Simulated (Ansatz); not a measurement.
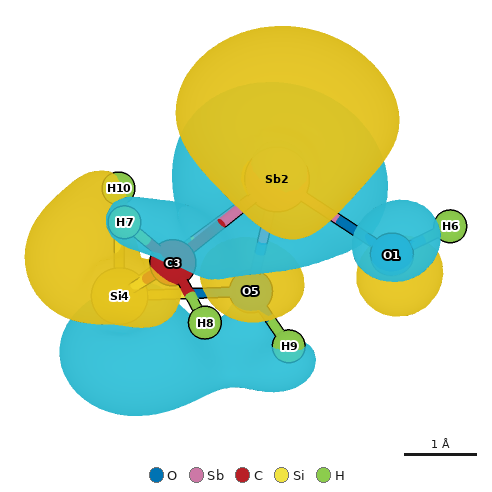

Figure. CH$_{5}$O$_{2}$SbSi. One frontier orbital at ±0.08 Å⁻³ᐟ² (yellow and cyan are the two phases), seen from one side.

Core potentials replace the inner electrons of Sb.

Method: Ansatz, RKS PBE0/def2-SVP.

```xyz
10

O    -2.2033    0.2555    0.6018
Sb   -0.3433    0.3895    1.3426
C     0.6643    0.7739   -0.4701
Si    1.6197   -0.9514   -0.2562
O    -0.0322   -1.5867    0.5507
H    -2.8575    0.1077    1.2963
H     1.3087    1.6668   -0.4547
H    -0.0309    0.8178   -1.3222
H    -0.7373   -1.7771   -0.0857
H     2.0005   -0.5826    1.2178
```

### Which orbital is it: HOMO or LUMO?

The LUMO, at −1.73 eV. By Hirshfeld shares it lies mainly on Sb2 (about 60 %), Si4 (about 15 %) and O5 (about 10 %).
